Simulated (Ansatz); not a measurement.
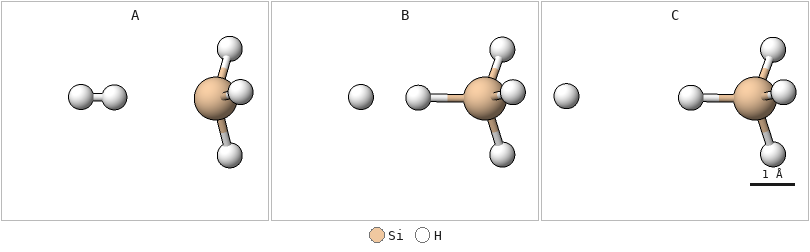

3 geometries from a converged minimum-energy path of SiH₅ (multiplicity 2), made up at the start of SiH4 and H, shuffled. Style: ball-and-stick. Shown face on.

The calculation used Ansatz, UKS PBE0-D4/def2-SVP. Set-up: 7 movable images; climbing image; force threshold 0.03 eV/Å; iteration limit 60; starting path through a guess of the saddle point.

Question: Which of them lies highest in energy?

Answer: B. In order along the path, whose images run from 0 to 8: C (image 0, 0.00 eV), B (image 3, +0.09 eV), A (image 5, −0.38 eV). A hydrogen atom shifts from one atom to another. Breaking: H–Si (1.49 → 3.34 Å). Forming: H–H (2.90 → 0.76 Å).

Limits of the set-up: the start holds two separate molecules, 2.9 Å apart at their closest, whose relative position is a soft coordinate.

Cost: 38 s on 1 thread of AMD EPYC 7R13 Processor (Zen 3), on a shared host, peak memory 0.11 GiB.
